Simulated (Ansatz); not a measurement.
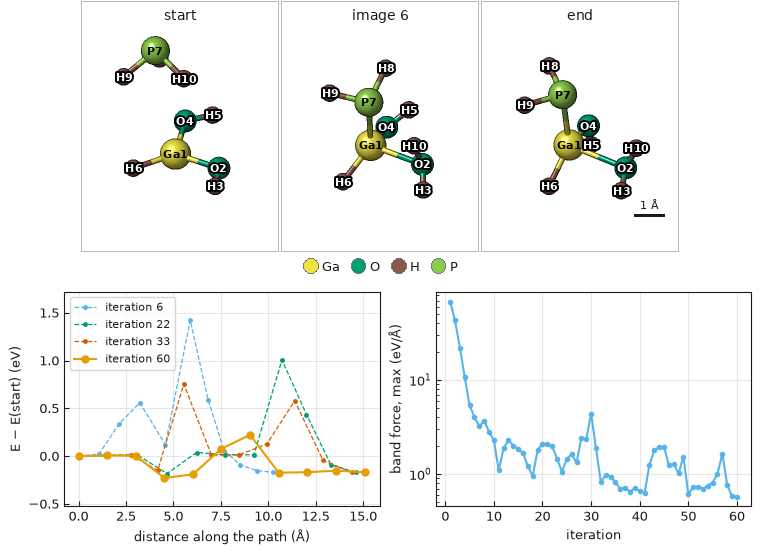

A nudged-elastic-band calculation for GaPH6O2, made up at the start of GaH$_{3}$O$_{2}$ and PH3. Images are numbered from 0 (start) to 10 (end). The plot follows the band through its iterations. The picture is a ball-and-stick view, seen from a free direction.

Method: Ansatz 0.2.0, RKS B3LYP/def2-mTZVP. Set-up: 9 movable images; climbing image; force threshold 0.05 eV/Å; iteration limit 60; starting path through a guess of the saddle point.

**Judge this run.**

The result isn't final. The band hadn't converged when the run stopped after 60 iterations. The largest component of the band force went from 68 to 0.58 eV/Å. The barrier read from it is provisional: over the last two iterations the highest image moved from 0.623 eV to 0.222 eV. The first iteration put the highest image at 26.049 eV. Relative to the start the highest point is image 6 at +0.222 eV and the end lies at −0.170 eV, but the profile dips to −0.229 eV at image 3 on the way, so there may be more than one step; on an unconverged band the side maxima are provisional.

Limits of the set-up: the start holds two separate molecules, 3.1 Å apart at their closest, whose relative position is a soft coordinate and is computed without a dispersion correction.

The run took 7 min on 4 threads of AMD EPYC 9R45 96-Core Processor (Zen 5) (shared host), peak memory 0.35 GiB.
